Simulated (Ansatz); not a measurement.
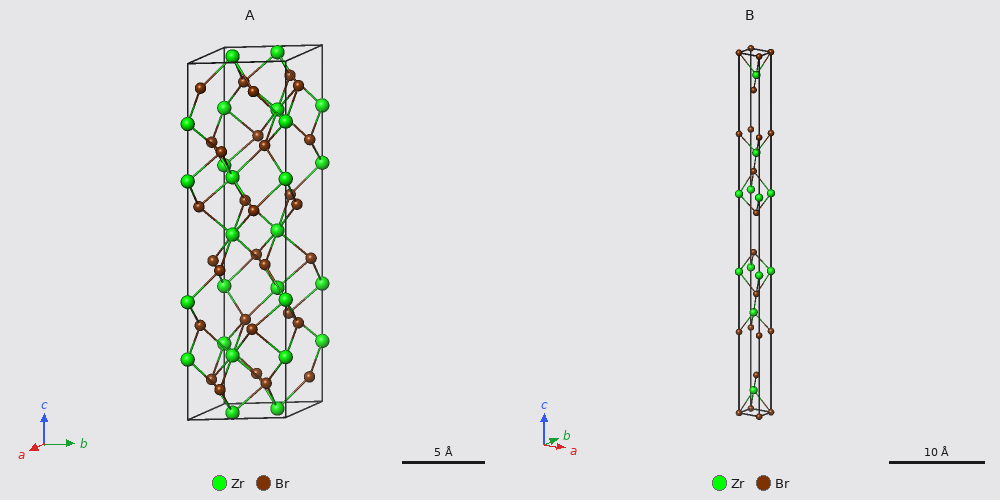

Two structures of Zr2Br3, each relaxed to rest (conventional cells in solid outline, small ones repeated, not to one scale). Method: DFT PBE, scalar-relativistic, plane waves, PAW (Ansatz), without spin polarisation.

Describe A and B.

Answer. A: corundum, R-3c. B: 15 atoms a cell on a rhombohedral (trigonal R) lattice, R-3m.

Which of the two does the method prefer?

Answer. B is lower, by 156 meV/atom at this level of theory (energies at zero smearing). Volumes: A 24.1, B 25.9 Å³/atom.

One or both may be structure types tried for this composition rather than known phases.
